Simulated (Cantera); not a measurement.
Charge: 1 mol BaF₂, 2.9 mol H₂, at 1075 °C.

These are equilibrium values from Cantera (NASA tables, ideal gas, pure condensed phases), not measurements of a reactor. Candidate condensed phases: Ba, BaF₂; 14 gas species. Kinetics and transport are ignored.

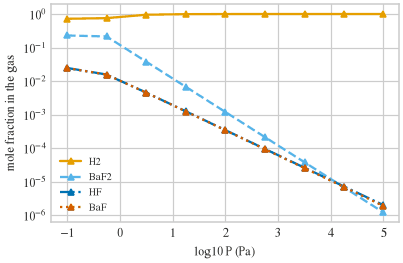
Equilibrium gas composition (values under 1e-9 drawn at 1e-9)

At 0.100 Pa nothing is condensed. From 0.560 Pa to 1.00 bar the condensed part is BaF₂(s). The main Ba-bearing gas is BaF₂ at 0.100 Pa and BaF at 1.00 bar.
